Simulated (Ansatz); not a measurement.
BH2Cl2: several calculations on one system

## 1. Relaxation

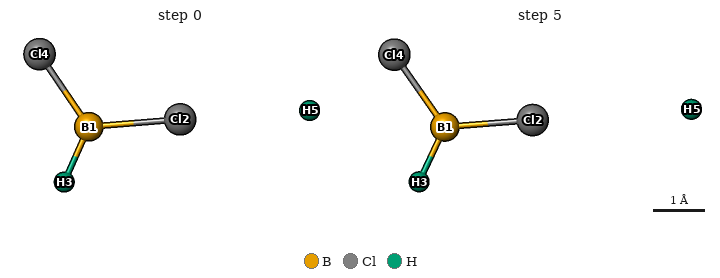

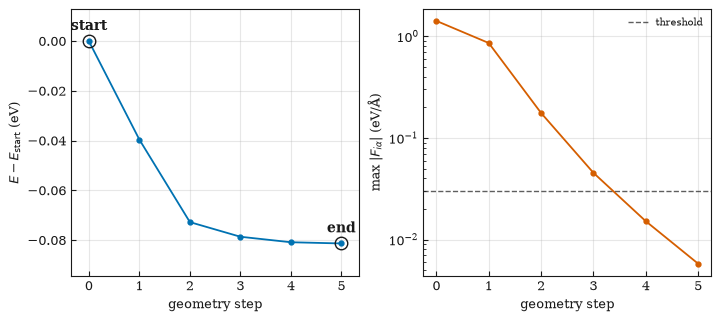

First and last geometry of a relaxation of BH2Cl2 (multiplicity 2), with the history of the run. Style: ball-and-stick. Shown face on.

The run prepares an end point of a later path (reaction) calculation, from a guessed geometry.

The calculation used UKS B3LYP-D4/def2-SVP (Ansatz 0.2.0). Set-up: collinear spin; force threshold 0.03 eV/Å; at most 50 steps.

Question: What do the curves and the structures tell?

Answer: It converged. The atom that moves furthest after the best rigid fit is H5 (0.43 Å). Largest moves by element: H 0.43 Å, Cl 0.15 Å, B 0.08 Å. Near-neighbour distances that change, for instance: B1–Cl2 1.818 → 1.748 Å, B1–Cl4 1.737 → 1.747 Å. The energy falls by 0.081 eV in 5 geometry steps. The largest force component goes from 1.4 to 0.0058 eV/Å. Cost: 9.5 s on 2 threads of Arm Neoverse V1, on a shared host, peak memory 0.14 GiB.

```
step  E − E(0), eV  largest force component, eV/Å
   0        0.0000                         1.4193
   1       -0.0396                         0.8600
   2       -0.0727                         0.1761
   3       -0.0786                         0.0454
   4       -0.0808                         0.0152
   5       -0.0813                         0.0058
```

Limits of the set-up: the start holds two separate molecules, 2.6 Å apart at their closest, whose relative position is a soft coordinate.

## 2. Relaxation

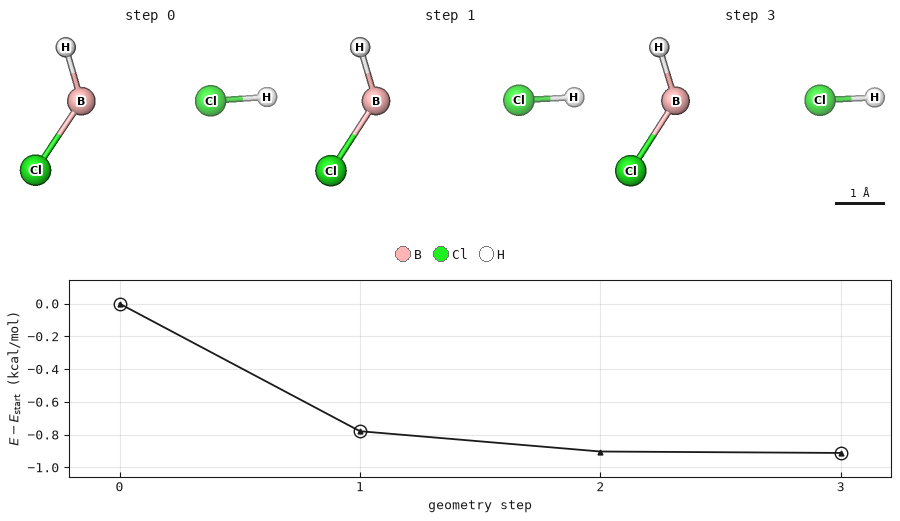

Frames of a relaxation of BH$_{2}$Cl$_{2}$ (multiplicity 2), marked on the history of the run. A ball-and-stick model, seen at a tilt.

The run prepares an end point of a later path (reaction) calculation, from a guessed geometry.

Theory: UKS B3LYP-D4/def2-SVP (Ansatz). Set-up: collinear spin; force threshold 0.03 eV/Å; at most 50 steps.

> What happens along the run?

Over 3 geometry steps the energy falls by 0.91 kcal/mol. The largest force component goes from 1.1 to 0.011 eV/Å. A Cl atom moves most after the best rigid fit: 0.22 Å. By element the largest moves are Cl 0.22 Å, H 0.18 Å, B 0.14 Å. Among the contacts that change: Cl–H 1.336 → 1.293 Å. From step 0 to 1: a Cl atom moves most (0.19 Å), energy −0.78 kcal/mol. From step 1 to 3: a Cl atom moves most (0.03 Å), energy −0.13 kcal/mol.

Limits of the set-up: the start holds two separate molecules, 3.1 Å apart at their closest, whose relative position is a soft coordinate.

## 3. Path

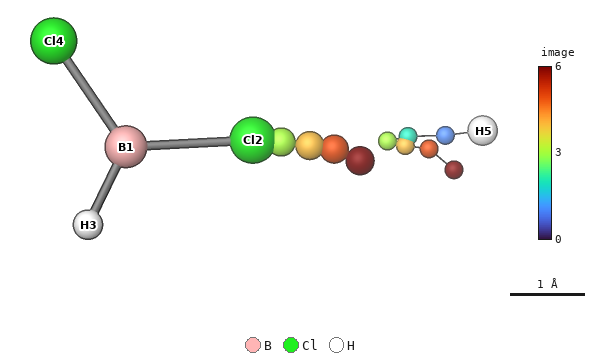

A nudged-elastic-band calculation for BH2Cl2 (multiplicity 2), made up at the start of BHCl$_{2}$ and H. Images are numbered from 0 (start) to 6 (end). The start is drawn whole; smaller spheres mark the moving atoms (Cl, H) in the later images, joined by lines and coloured by the number of the image. Style: ball-and-stick. Shown face on.

Theory: UKS B3LYP-D4/def2-SVP in Ansatz 0.2.0. Set-up: 5 movable images; climbing image; force threshold 0.05 eV/Å; iteration limit 60; starting path through a guess of the saddle point.

Question: Describe the path and its energy.

Answer: Breaking: B1–Cl2 (1.75 → 2.21 at the top → 3.43 Å). Forming: Cl2–H5 (3.16 → 1.46 at the top → 1.29 Å). Forward barrier 28.3 kcal/mol, backward barrier 8.5 kcal/mol, with image 3 at the top; the reaction energy is +19.8 kcal/mol. The band converged in 11 iterations. The largest component of the band force went from 2.8 to 0.045 eV/Å. The climbing image converged on the top of the path. Its vibrational analysis gives 2 imaginary modes over 30i cm⁻¹, so it isn't confirmed as a transition state.

Limits of the set-up: the start holds two separate molecules, 3.2 Å apart at their closest, whose relative position is a soft coordinate.

Cost: 79 s on 2 threads of Arm Neoverse V1 (shared host), peak memory 0.15 GiB.
